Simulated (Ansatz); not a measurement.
**One shape, several levels: AlSiH5 (SMILES [H][Al]([H])[SiH3])**

Aim: a comparison of 6 runs (B3LYP/STO-3G, HSE06/STO-3G, SVWN5/STO-3G, wB97X/STO-3G, MP2/STO-3G, FCI/STO-3G) of AlSiH5. 

The calculation is run with Ansatz 0.2.0.

58 further runs of the same task are left out: 2 that didn't finish, 56 set aside as unsound or not needed.

### Step 1. The molecule

The species is AlSiH5 (7 atoms), meant as a singlet with charge 0. SMILES: `[H][Al]([H])[SiH3]`. The Si4–Al1 distance was set to 3.026 Å, away from the relaxed value.

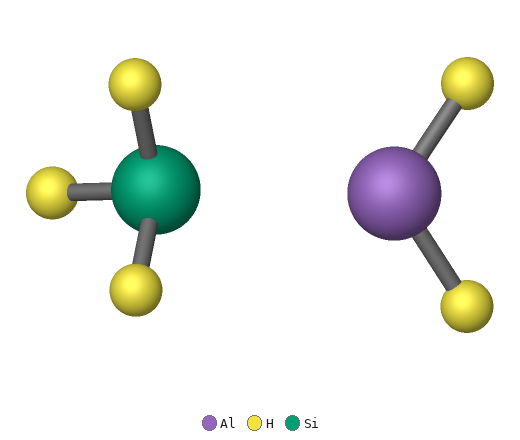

The structure, seen from a chosen angle (aluminium purple, hydrogen yellow, silicon teal).

### Step 2. A single-point energy at B3LYP/STO-3G (run 1)

in.yaml

```yaml
crystal:
  periodic: [false, false, false]
  atoms:
    - symbol: Al
      position_ang: [0.989409, 1.726593, 0.009013]
    - symbol: H
      position_ang: [2.546779, 1.889893, 0.061623]
    - symbol: H
      position_ang: [0.354749, 3.158083, -0.011427]
    - symbol: Si
      position_ang: [-0.517390, -0.897790, -0.016750]
    - symbol: H
      position_ang: [-1.851430, -0.836410, 0.625620]
    - symbol: H
      position_ang: [0.177610, -1.992690, 0.701130]
    - symbol: H
      position_ang: [-0.795620, -1.472990, -1.353750]
basis:
  gaussian:
    orbitals: STO-3G
hamiltonian:
  xc: {name: B3LYP}
total_charge: 0
accuracy: high
```

Command:

```sh
$ ansatz run in.yaml --threads 1 --pin off --max-ram 2610MiB --events-out events.jsonl --progress --plain --runs-dir runs
```

What it wrote:

```text
Warning: RAYON_NUM_THREADS=1 ignored (pool sized by the plan → 1); use --threads N
Functional definition: B3LYP
  name "B3LYP"
  parameter a0 = 0.2
  parameter ax = 0.72
  parameter ac = 0.81
  exchange = (1 - a0 - ax)*slater_x + ax*b88_x + a0*exact_x
  correlation = (1 - ac)*vwn_rpa_c + ac*lyp_c
393 factors; integrals over basis functions are off by at most 8.2e-9 eV
mean field evaluation 1: about -14380.9734 eV, gradient 2.1e1 eV
mean field evaluation 2: about -14381.6094 eV, gradient 1.6e1 eV
mean field evaluation 4: about -14382.8342 eV, gradient 3.9e-1 eV
mean field evaluation 8: about -14382.7517 eV, gradient 7.4e-3 eV
mean field evaluation 16: about -14382.7517 eV, gradient 5.0e-8 eV
mean field -14382.75167162 eV, -528.5563749527 hartree, gradient 5.0e-8 eV, S^2 0.000000; 0 other end points of the search recorded, 0 dependent functions left out
reference -14382.75170483 eV, -528.5563761732 hartree; 16, 16 occupied and 7, 7 virtual orbitals, 393 factors
Total energy: -14382.75170483 eV, -528.5563761732 hartree
```

Run time: 1.4 s. Hardware: 1 thread of Arm Neoverse V1, shared host; peak memory 0.1 GiB.

### Step 3. A single-point energy at HSE06/STO-3G (run 2)

molecule.yaml

```yaml
crystal:
  periodic: [false, false, false]
  atoms:
    - {symbol: Al, position_ang: [0.989409, 1.726593, 0.009013]}
    - {symbol: H, position_ang: [2.546779, 1.889893, 0.061623]}
    - {symbol: H, position_ang: [0.354749, 3.158083, -0.011427]}
    - {symbol: Si, position_ang: [-0.517390, -0.897790, -0.016750]}
    - {symbol: H, position_ang: [-1.851430, -0.836410, 0.625620]}
    - {symbol: H, position_ang: [0.177610, -1.992690, 0.701130]}
    - {symbol: H, position_ang: [-0.795620, -1.472990, -1.353750]}
basis:
  gaussian: {orbitals: STO-3G}
hamiltonian: {xc: {name: HSE06}}
accuracy: high
```

Command:

```sh
$ ansatz run molecule.yaml --threads 1 --pin off --max-ram 2610MiB --events-out events.jsonl --progress --plain --runs-dir runs
```

What it wrote:

```text
Warning: RAYON_NUM_THREADS=1 ignored (pool sized by the plan → 1); use --threads N
Functional definition: HSE06
  name "HSE06"
  parameter a = 0.25
  parameter omega = 0.11/bohr
  exchange = pbe_x - a*pbe_x_sr(omega) + a*exact_x_sr(omega)
  correlation = pbe_c
393 factors; integrals over basis functions are off by at most 8.2e-9 eV
73 factors; integrals over basis functions are off by at most 1.1e-9 eV
mean field evaluation 1: about -14373.6474 eV, gradient 2.0e1 eV
mean field evaluation 2: about -14374.0568 eV, gradient 1.6e1 eV
mean field evaluation 4: about -14375.3447 eV, gradient 3.7e-1 eV
mean field evaluation 8: about -14375.2639 eV, gradient 7.0e-3 eV
mean field evaluation 16: about -14375.2639 eV, gradient 3.2e-8 eV
mean field -14375.26388416 eV, -528.2812038390 hartree, gradient 3.2e-8 eV, S^2 0.000000; 0 other end points of the search recorded, 0 dependent functions left out
reference -14375.26388643 eV, -528.2812039225 hartree; 16, 16 occupied and 7, 7 virtual orbitals, 393 factors
Total energy: -14375.26388643 eV, -528.2812039225 hartree
```

It took 1.8 s on 1 thread of Arm Neoverse V1, shared host; peak memory 0.11 GiB.

### Step 4. The energy at SVWN5/STO-3G (run 3)

run.yaml

```yaml
crystal:
  periodic: [false, false, false]
  atoms:
    - {symbol: Al, position_ang: [0.989409, 1.726593, 0.009013]}
    - {symbol: H, position_ang: [2.546779, 1.889893, 0.061623]}
    - {symbol: H, position_ang: [0.354749, 3.158083, -0.011427]}
    - {symbol: Si, position_ang: [-0.517390, -0.897790, -0.016750]}
    - {symbol: H, position_ang: [-1.851430, -0.836410, 0.625620]}
    - {symbol: H, position_ang: [0.177610, -1.992690, 0.701130]}
    - {symbol: H, position_ang: [-0.795620, -1.472990, -1.353750]}
basis:
  gaussian: {orbitals: STO-3G}
hamiltonian: {xc: {name: SVWN5}}
accuracy: high
```

Command:

```sh
$ ansatz run run.yaml --threads 1 --pin off --max-ram 2610MiB --events-out events.jsonl --progress --plain --runs-dir runs
```

What it wrote:

```text
Warning: RAYON_NUM_THREADS=1 ignored (pool sized by the plan → 1); use --threads N
Functional definition: SVWN5
  name "SVWN5"
  exchange = slater_x
  correlation = vwn5_c
393 factors; integrals over basis functions are off by at most 8.2e-9 eV
mean field evaluation 1: about -14316.4652 eV, gradient 2.5e1 eV
mean field evaluation 2: about -14315.1181 eV, gradient 2.8e1 eV
mean field evaluation 4: about -14318.8054 eV, gradient 1.3e0 eV
mean field evaluation 8: about -14318.7153 eV, gradient 2.6e-2 eV
mean field evaluation 16: about -14318.7153 eV, gradient 8.1e-8 eV
mean field -14318.71528174 eV, -526.2030810301 hartree, gradient 8.1e-8 eV, S^2 0.000000; 0 other end points of the search recorded, 0 dependent functions left out
reference -14318.71528394 eV, -526.2030811111 hartree; 16, 16 occupied and 7, 7 virtual orbitals, 393 factors
Total energy: -14318.71528394 eV, -526.2030811111 hartree
```

Run time: 0.99 s. Hardware: 1 thread of Arm Neoverse V1, shared host; peak memory 0.1 GiB.

Runs 4 to 5 aren't shown in full; the table further down has their settings and results.

### Step 5. A single-point energy at FCI/STO-3G (run 6)

Edit molecule.yaml of step 3 so:

```diff
@@ -11,4 +11,7 @@
 basis:
-  gaussian: {orbitals: STO-3G}
-hamiltonian: {xc: {name: HSE06}}
+  gaussian:
+    orbitals: STO-3G
+correlation:
+  method: fci
+  frozen_orbitals: {Al: 5, H: 0, Si: 5}
 accuracy: high
```

Command:

```sh
$ ansatz run molecule.yaml --threads 1 --pin off --max-ram 2610MiB --events-out events.jsonl --progress --plain --runs-dir runs
```

What it wrote:

```text
Warning: RAYON_NUM_THREADS=1 ignored (pool sized by the plan → 1); use --threads N
Functional definition: HF
  name "HF"
  exchange = exact_x
  correlation = 0
393 factors; integrals over basis functions are off by at most 8.2e-9 eV
mean field evaluation 1: about -14350.4295 eV, gradient 1.3e1 eV
mean field evaluation 2: about -14350.4202 eV, gradient 1.3e1 eV
mean field evaluation 4: about -14351.3972 eV, gradient 8.3e-1 eV
mean field evaluation 8: about -14351.4005 eV, gradient 3.1e-6 eV
mean field -14351.40047119 eV, -527.4042395877 hartree, gradient 7.6e-8 eV, S^2 0.000000; 0 other end points of the search recorded, 0 dependent functions left out; unrestricted orbitals would lower it
10 core orbitals not correlated: weight in the atoms' cores, before any rotation towards them, 1.000 or more for the frozen orbitals, at most 0.000 for the correlated occupied ones
reference -14351.40047119 eV, -527.4042395877 hartree; 6, 6 occupied and 7, 7 virtual orbitals, 393 factors
state -14354.79326758 eV, -527.5289225552 hartree
Total energy: -14354.79326758 eV, -527.5289225552 hartree
```

Wall time 12 s (1 thread of Arm Neoverse V1, shared host); peak memory 0.28 GiB.

### Step 6. The series

```
run         level  frozen core orbitals  energy (Eh)  wall time
  1  B3LYP/STO-3G                     –  -528.556376      1.4 s
  2  HSE06/STO-3G                     –  -528.281204      1.8 s
  3  SVWN5/STO-3G                     –  -526.203081     0.99 s
  4  wB97X/STO-3G                     –  -528.507255      6.6 s
  5    MP2/STO-3G                    10  -527.485948     0.16 s
  6    FCI/STO-3G                    10  -527.528923       12 s
```

### Step 7. Summary of results

```
                                           quantity          value
                                run 6: total energy  -527.52892 Eh
run 6: correlation energy (10 core orbitals frozen)     -124.7 mEh
```

**Reading.** Against full CI in this basis: MP2 +43.0 mEh. Totals of different functionals can't be ranked against each other. In run 5 the log says that unrestricted orbitals would lower the reference, so the values rest on an unstable closed-shell determinant (other closed-shell runs at this shape may share the fault). In runs 1, 2, 3, 4, 5, 6 the basis is minimal, so the values are rough. All runs together took 23 s, the longest 12 s.
